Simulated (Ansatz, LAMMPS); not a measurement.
# Which site? a vacancy of Al in glassy 40SiO2-28Al2O3-16Li2O-16SrO (mol %) (85 atoms)

Aim: make a vacancy of Al at several sites of glassy 40SiO2-28Al2O3-16Li2O-16SrO (mol %) (85 atoms), relax each, and compare their energies.

Calculated with Ansatz 0.2.0; Kohn-Sham DFT, PBEsol, PAW (set soft_2), plane waves.

## (1) The structure

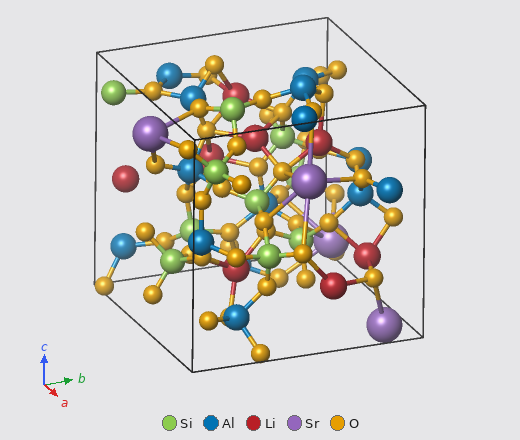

Start, viewed slightly off an axis; silicon green, aluminium blue, lithium red, strontium purple, oxygen orange. Bonds to atoms that aren't drawn are left out. Some periodic images of atoms are drawn too.

The cell holds 85 atoms: 10 Si, 14 Al, 8 Li, 4 Sr and 49 O. Cell: a = 10.152 Å, b = 10.152 Å, c = 10.152 Å, α = 90.0°, β = 90.0°, γ = 90.0°. 85 atoms (10 Si, 14 Al, 8 Li, 4 Sr, 49 O) placed at random at 2.93 g/cm³, melted at 4000 K for 10 ps at fixed volume with the Morse and Coulomb pair potential with partial charges (Pedone, Malavasi, Menziani, Cormack and Segre, J. Phys. Chem. B 110, 11780 (2006)). Quenched from 4000 K to 300 K at 6 K/ps and fixed volume, held 5 ps, then minimised at fixed cell.

Limits known from the start: The quench rate of 6 K/ps is orders of magnitude faster than experiment, which tends to freeze in extra defects. The network of bonds at the start is that of the classical potential that made the cell, and needn't be the one that DFT or experiment would give. The Brillouin zone is sampled at Γ only, in a cell whose shortest periodic width is 10 Å.

## (2) Single point at the start

A single point comes first, to see the forces before anything moves.

input.yaml reads:

```yaml
crystal:
  lattice:
    - [10.1517, 0.0, 0.0]
    - [0.0, 10.1517, 0.0]
    - [0.0, 0.0, 10.1517]
  atoms:
    - { symbol: Si, position: [0.60666, 0.44243, 0.51993] }
    - { symbol: Si, position: [0.16308, 0.00506, 0.88702] }
    - { symbol: Si, position: [0.7958, 0.18236, 0.75896] }
    - { symbol: Si, position: [0.51736, 0.11611, 0.27874] }
    - { symbol: Si, position: [0.5731, 0.64883, 0.31082] }
    - { symbol: Si, position: [0.59902, 0.33502, 0.93028] }
    - { symbol: Si, position: [0.89203, 0.3748, 0.40271] }
    - { symbol: Si, position: [0.05213, 0.85673, 0.34896] }
    - { symbol: Si, position: [0.26827, 0.30692, 0.28812] }
    - { symbol: Si, position: [0.24946, 0.70307, 0.62635] }
    - { symbol: Al, position: [0.99414, 0.85092, 0.65499] }
    - { symbol: Al, position: [0.9398, 0.50138, 0.99375] }
    - { symbol: Al, position: [0.76647, 0.1325, 0.45214] }
    - { symbol: Al, position: [0.05951, 0.09879, 0.1729] }
    - { symbol: Al, position: [0.37004, 0.74805, 0.9086] }
    - { symbol: Al, position: [0.31094, 0.28664, 0.87491] }
    - { symbol: Al, position: [0.21876, 0.52896, 0.09004] }
    - { symbol: Al, position: [0.41928, 0.96212, 0.55096] }
    - { symbol: Al, position: [0.35441, 0.25909, 0.58821] }
    - { symbol: Al, position: [0.82482, 0.26448, 0.13085] }
    - { symbol: Al, position: [0.70717, 0.84701, 0.53416] }
    - { symbol: Al, position: [0.27795, 0.61571, 0.35785] }
    - { symbol: Al, position: [0.63251, 0.62543, 0.99315] }
    - { symbol: Al, position: [0.04314, 0.29749, 0.87076] }
    - { symbol: Li, position: [0.75087, 0.86062, 0.27832] }
    - { symbol: Li, position: [0.57561, 0.72161, 0.72098] }
    - { symbol: Li, position: [0.99021, 0.61334, 0.27657] }
    - { symbol: Li, position: [0.15855, 0.43024, 0.54744] }
    - { symbol: Li, position: [0.59724, 0.35794, 0.24039] }
    - { symbol: Li, position: [0.07052, 0.10021, 0.46713] }
    - { symbol: Li, position: [0.21097, 0.51527, 0.81401] }
    - { symbol: Li, position: [0.434, 0.5045, 0.71828] }
    - { symbol: Sr, position: [0.86363, 0.55723, 0.68588] }
    - { symbol: Sr, position: [0.86196, 0.89047, 0.01888] }
    - { symbol: Sr, position: [0.5371, 0.00607, 0.85142] }
    - { symbol: Sr, position: [0.32674, 0.88534, 0.18193] }
    - { symbol: O, position: [0.30351, 0.83755, 0.57098] }
    - { symbol: O, position: [0.56118, 0.88711, 0.61811] }
    - { symbol: O, position: [0.5669, 0.49947, 0.37191] }
    - { symbol: O, position: [0.06573, 0.94295, 0.78296] }
    - { symbol: O, position: [0.64645, 0.18793, 0.33568] }
    - { symbol: O, position: [0.15394, 0.23739, 0.20788] }
    - { symbol: O, position: [0.73942, 0.14573, 0.62005] }
    - { symbol: O, position: [0.62249, 0.65051, 0.16198] }
    - { symbol: O, position: [0.47098, 0.24612, 0.90027] }
    - { symbol: O, position: [0.54316, 0.75511, 0.91508] }
    - { symbol: O, position: [0.09918, 0.00042, 0.03173] }
    - { symbol: O, position: [0.70734, 0.30869, 0.81682] }
    - { symbol: O, position: [0.02445, 0.90246, 0.49664] }
    - { symbol: O, position: [0.93794, 0.32177, 0.00917] }
    - { symbol: O, position: [0.26836, 0.46904, 0.25599] }
    - { symbol: O, position: [0.28152, 0.58559, 0.52481] }
    - { symbol: O, position: [0.12115, 0.98774, 0.28979] }
    - { symbol: O, position: [0.37054, 0.10046, 0.64171] }
    - { symbol: O, position: [0.80172, 0.5951, 0.95794] }
    - { symbol: O, position: [0.25154, 0.40329, 0.9809] }
    - { symbol: O, position: [0.82881, 0.80208, 0.65015] }
    - { symbol: O, position: [0.93347, 0.8114, 0.25928] }
    - { symbol: O, position: [0.84617, 0.38626, 0.25344] }
    - { symbol: O, position: [0.28892, 0.35666, 0.71883] }
    - { symbol: O, position: [0.50393, 0.33358, 0.5561] }
    - { symbol: O, position: [0.32604, 0.66846, 0.7644] }
    - { symbol: O, position: [0.77494, 0.06849, 0.86337] }
    - { symbol: O, position: [0.75522, 0.97045, 0.43134] }
    - { symbol: O, position: [0.55235, 0.48457, 0.93428] }
    - { symbol: O, position: [0.42341, 0.69633, 0.31573] }
    - { symbol: O, position: [0.29878, 0.91588, 0.9] }
    - { symbol: O, position: [0.09633, 0.70722, 0.66019] }
    - { symbol: O, position: [0.05332, 0.56106, 0.09937] }
    - { symbol: O, position: [0.25377, 0.28483, 0.4455] }
    - { symbol: O, position: [0.00208, 0.47404, 0.44] }
    - { symbol: O, position: [0.15497, 0.73234, 0.33684] }
    - { symbol: O, position: [0.40948, 0.23929, 0.24958] }
    - { symbol: O, position: [0.53214, 0.0256, 0.15399] }
    - { symbol: O, position: [0.30181, 0.67055, 0.04159] }
    - { symbol: O, position: [0.18097, 0.16884, 0.87643] }
    - { symbol: O, position: [0.5996, 0.55368, 0.62998] }
    - { symbol: O, position: [0.66466, 0.72965, 0.40767] }
    - { symbol: O, position: [0.91808, 0.22091, 0.4293] }
    - { symbol: O, position: [0.02942, 0.46923, 0.84251] }
    - { symbol: O, position: [0.66891, 0.30145, 0.06686] }
    - { symbol: O, position: [0.44854, 0.02621, 0.39253] }
    - { symbol: O, position: [0.94483, 0.22947, 0.75315] }
    - { symbol: O, position: [0.76203, 0.40629, 0.49909] }
    - { symbol: O, position: [0.8924, 0.11487, 0.1638] }
kpoints:
  mp_grid: { grid: [1, 1, 1] }
hamiltonian:
  xc: pbesol
scf:
  occupations: { method: fermi_dirac, width: 0.025 }
output:
  forces: true
```

The run is started by

```bash
> ansatz run input.yaml --threads 4 --pin off --max-ram 8192MiB --backend cpu --events-out ev --progress --plain --runs-dir out
```

Numbers of over 12 decimals in the logs are rounded to 6 here.

The log of the run:

```text
[...]
Pseudopotentials: kind: paw
Pseudopotential: Si, paw, valence charge 4, recommended cutoff 420 eV (normal), Si.paw.azcp
Pseudopotential: Al, paw, valence charge 3, recommended cutoff 420 eV (normal), Al.paw.azcp
Pseudopotential: Li, paw, valence charge 3, recommended cutoff 420 eV (normal), Li.paw.azcp
Pseudopotential: Sr, paw, valence charge 10, recommended cutoff 420 eV (normal), Sr.paw.azcp
Pseudopotential: O, paw, valence charge 6, recommended cutoff 420 eV (normal), O.paw.azcp
[...]
Crystal: 85 atoms, lattice volume = 1046.204 Å³
Basis set: ecut = 420 eV, 20341 PW (Γ), exchange–correlation on 144×144×144 points (8 copies of the dense FFT grid, shifted against one another)
Bands: 305, of which v1, the nominal top of the filled ones, is band 220 counted from 1 (219 counted from 0)
Symmetry: 1 space group operations
Space group: P1 (ITA 1), of the structure as read, at distance tolerance 1.0e-4 Å
k-points: 1
[...]
Initial density: superposition of atomic densities (neutral atoms: chi_scale 0, normalization atom), corrected by the library's trained network
Initial wavefunctions: pseudopotential atomic-orbital guess
[...]
SCF iter   1: F=—  HF=-56743.324582 eV  |F-HF|=—  |Δ(HF+E_count)|=         —  Δρ=1.19e-2  dr2=1.20e0  ethr=1.77e-3  ⟨swp⟩=7.0  Hψ=1551  notcnv=0  defer=53
preconditioner: auto → Resta (q_TF=auto, 2.362 Å⁻¹)  ε∞=3.4  [insulator: Δε(μ)=3.287 eV  Ē_g=15.270 eV  σ=0.025 eV  W_gap=1.00  n_scr=250 (ndim 8)  ℏωp=23.4 eV  f_vac=0.063  D(μ)=0.00/eV (n_scr^D=0)  ε∞_Penn≈3.4]
SCF iter   2: F=—  HF=-56742.984772 eV  |F-HF|=—  |Δ(HF+E_count)|=   3.40e-1  Δρ=2.06e-3  dr2=3.00e-2  ethr=2.73e-4  ⟨swp⟩=2.0  Hψ=501  notcnv=0  defer=81
SCF iter   3: F=—  HF=-56742.983097 eV  |F-HF|=—  |Δ(HF+E_count)|=   1.68e-3  Δρ=8.88e-4  dr2=9.86e-3  ethr=6.81e-6  ⟨swp⟩=2.0  Hψ=375  notcnv=0  defer=31
automatic band count: iteration 3 solves 255 bands in place of 305: the levels show a gap, and the empty bands left out lie too high to hold charge; the band table lists the bands solved (type scf.n_extra_bands for more)
SCF iter   4: F=—  HF=-56742.983849 eV  |F-HF|=—  |Δ(HF+E_count)|=   7.52e-4  Δρ=6.50e-4  dr2=4.02e-3  ethr=2.24e-6  ⟨swp⟩=2.0  Hψ=387  notcnv=0  defer=31
SCF iter   5: F=—  HF=-56742.983201 eV  |F-HF|=—  |Δ(HF+E_count)|=   6.48e-4  Δρ=1.09e-4  dr2=1.74e-4  ethr=9.14e-7  ⟨swp⟩=2.0  Hψ=387  notcnv=0  defer=31
[...]
SCF iter   9: F=—  HF=-56742.984635 eV  |F-HF|=—  |Δ(HF+E_count)|=   4.77e-7  Δρ=4.32e-6  dr2=1.61e-7  ethr=2.27e-11  ⟨swp⟩=4.0  Hψ=900  notcnv=0
SCF iter  10: F=-56742.984635 eV  HF=-56742.984635 eV  |F-HF|=1.50e-8  |Δ(HF+E_count)|=   1.90e-8  Δρ=1.04e-6  dr2=1.47e-8  ethr=2.27e-11  ⟨swp⟩=4.0  Hψ=831  notcnv=0
SCF 1 converged in 10 iterations: F = -56742.984635 eV  dr2 = 1.47e-8
[...]
SCF converged after 10 iterations
Free energy (F): -56742.984635 eV
Harris-Foulkes:  -56742.984635 eV  (|F-HF|=1.50e-8)
Internal energy: -56742.984635 eV  (E = F + TS)
E sigma→0 (E₀):  -56742.984635 eV
Fermi energy:    6.045604 eV
--- Per-component energies (eV) ---
[...]
Σ components = -56742.984635   (vs F -56742.984635, Δ=0.00e0)
--- Forces (eV/Å), atoms counted from 1 ---
  atom   1  Si     0.36641279     1.00760081    -0.49193331
  atom   2  Si     0.38407306    -0.17668300     0.20734092
  atom   3  Si    -0.47682861     0.65139514     0.56551789
  atom   4  Si    -0.89386917    -0.20248407     1.26863293
[...]
atom  85  O     -0.45403030    -1.66365809    -0.07074899
  max |Σ_I F_I| component: 4.62e-5 eV/Å
```

Elapsed: 7.3 s, on 4 threads of Arm Neoverse V2, shared host; peak memory 1.2 GiB; 28 s of CPU time.

Reading the cycles: dr2 is the Hartree energy of the density residual (eV), the measure of convergence; HF is the Harris–Foulkes estimate of the energy, which meets the free energy F at convergence.

The r.m.s. force at the start is 0.73 eV/Å.

## (3) Relaxation

With the cell held, the atoms are moved downhill towards a nearby minimum.

input.yaml reads:

```yaml
crystal:
  lattice:
    - [10.1517, 0.0, 0.0]
    - [0.0, 10.1517, 0.0]
    - [0.0, 0.0, 10.1517]
  atoms:
    [... the 85 atom lines of step 2 ...]
kpoints:
  mp_grid: { grid: [1, 1, 1] }
hamiltonian:
  xc: pbesol
scf:
  occupations: { method: fermi_dirac, width: 0.025 }
output:
  forces: true
relax:
  f_tol: 0.05
  max_steps: 120
```

The log of the run:

```text
[...]
Crystal: 85 atoms, lattice volume = 1046.204 Å³
Basis set: ecut = 420 eV, 20341 PW (Γ), exchange–correlation on 144×144×144 points (8 copies of the dense FFT grid, shifted against one another)
Bands: 305, of which v1, the nominal top of the filled ones, is band 220 counted from 1 (219 counted from 0)
Symmetry: 1 space group operations
[...]
k-points: 1
[...]
SCF iter   1: F=—  HF=-56743.324583 eV  |F-HF|=—  |Δ(HF+E_count)|=         —  Δρ=1.19e-2  dr2=1.20e0  ethr=1.77e-3  ⟨swp⟩=7.0  Hψ=1551  notcnv=0  defer=53
[...]
SCF iter   5: F=—  HF=-56742.984559 eV  |F-HF|=—  |Δ(HF+E_count)|=   6.38e-4  Δρ=1.09e-4  dr2=1.73e-4  ethr=9.15e-7  ⟨swp⟩=2.0  Hψ=466  notcnv=0  defer=81
SCF iter   6: F=-56742.984615 eV  HF=-56742.984632 eV  |F-HF|=1.68e-5  |Δ(HF+E_count)|=   7.22e-5  Δρ=6.27e-5  dr2=3.71e-5  ethr=1.42e-8  ⟨swp⟩=2.0  Hψ=956  notcnv=0
SCF 1 converged in 6 iterations: F = -56742.984615 eV  dr2 = 3.71e-5
[...]
relax step   1: F+E_penalty+E_count = -56742.98461484 eV  Δ(F+E_penalty+E_count) = +0.000e0 eV  max|allowed force component| = 2.416e0 eV/Å  Δτ_max = 0.0000 Å  (6 SCF iters, dr2 threshold 6.25e-5 eV, accepted)
[...]
relax step   2: F+E_penalty+E_count = -56744.87238188 eV  Δ(F+E_penalty+E_count) = -1.888e0 eV  max|allowed force component| = 1.232e0 eV/Å  Δτ_max = 0.1950 Å  (6 SCF iters, dr2 threshold 1.00e-4 eV, accepted)
[...]
relax step   3: F+E_penalty+E_count = -56745.94277816 eV  Δ(F+E_penalty+E_count) = -1.070e0 eV  max|allowed force component| = 4.334e-1 eV/Å  Δτ_max = 0.1192 Å  (6 SCF iters, dr2 threshold 9.49e-5 eV, accepted)
relax step   4: F+E_penalty+E_count = -56746.20273790 eV  Δ(F+E_penalty+E_count) = -2.600e-1 eV  max|allowed force component| = 5.338e-1 eV/Å  Δτ_max = 0.2000 Å  (7 SCF iters, dr2 threshold 2.32e-5 eV, accepted)
relax step   5: F+E_penalty+E_count = -56746.28764510 eV  Δ(F+E_penalty+E_count) = -8.491e-2 eV  max|allowed force component| = 1.953e-1 eV/Å  Δτ_max = 0.0569 Å  (5 SCF iters, dr2 threshold 3.52e-5 eV, accepted)
relax step   6: F+E_penalty+E_count = -56746.28422246 eV  Δ(F+E_penalty+E_count) = +3.423e-3 eV  max|allowed force component| = 2.972e-1 eV/Å  Δτ_max = 0.2000 Å  (7 SCF iters, dr2 threshold 5.11e-6 eV, rejected (line search))
relax step   7: F+E_penalty+E_count = -56746.33394198 eV  Δ(F+E_penalty+E_count) = -4.630e-2 eV  max|allowed force component| = 8.575e-2 eV/Å  Δτ_max = 0.0981 Å  (9 SCF iters, accepted)
relax step   8: F+E_penalty+E_count = -56746.33710602 eV  Δ(F+E_penalty+E_count) = -3.164e-3 eV  max|allowed force component| = 6.334e-2 eV/Å  Δτ_max = 0.0209 Å  (7 SCF iters, accepted)
relax step   9: F+E_penalty+E_count = -56746.32538730 eV  Δ(F+E_penalty+E_count) = +1.172e-2 eV  max|allowed force component| = 1.051e-1 eV/Å  Δτ_max = 0.0953 Å  (9 SCF iters, rejected (line search))
[...]
relax step  10: F+E_penalty+E_count = -56746.34131087 eV  Δ(F+E_penalty+E_count) = -4.205e-3 eV  max|allowed force component| = 2.743e-2 eV/Å  Δτ_max = 0.0288 Å  (9 SCF iters, accepted)
SCF converged after 9 iterations
Free energy (F): -56746.341311 eV
[...]
Internal energy: -56746.341311 eV  (E = F + TS)
E sigma→0 (E₀):  -56746.341311 eV
Fermi energy:    6.003146 eV
[...]
Σ components = -56746.341311   (vs F -56746.341311, Δ=0.00e0)
--- Forces (eV/Å), atoms counted from 1 ---
  atom   1  Si     0.01485276     0.00195559    -0.01340163
  atom   2  Si     0.00891409     0.01681741     0.01040654
  atom   3  Si    -0.02228159    -0.00317218     0.00683442
  atom   4  Si    -0.00577140     0.00288492     0.00065930
[...]
atom  85  O     -0.00405356     0.01288801    -0.00122325
  max |Σ_I F_I| component: 8.99e-5 eV/Å
--- Relaxed structure (10 steps of the walk, 8 accepted, 0 SCFs on fresh bases) ---
  F+E_penalty+E_count = -56746.34131087 eV   max|allowed force component| = 2.743e-2 eV/Å
  atoms:
    - { symbol: Si, position: [0.604074, 0.453345, 0.517360] }
    - { symbol: Si, position: [0.167318, 5.3161007667739634e-5, 0.891931] }
    - { symbol: Si, position: [0.788506, 0.175355, 0.767928] }
    - { symbol: Si, position: [0.508922, 0.113817, 0.278357] }
[...]
- { symbol: O, position: [0.900468, 0.109349, 0.150870] }
```

The job ended after 54 s (4 threads; peak memory 1.3 GiB; 3.4 min of CPU time).

The relaxation converged after 10 steps, 3.36 eV below its start, with a largest force component of 0.027 eV/Å.

[end of part 1 of 3]

[Logs are printed without paths, hosts, clocks, repeated set-up lines and the standing remarks that a program may print on its own settings, such as how far it seeks lower states.]

[Hosts, paths, dates, database ids (printed as entryN), source tags and the programs' standing remarks are cut or masked in the printed files.]
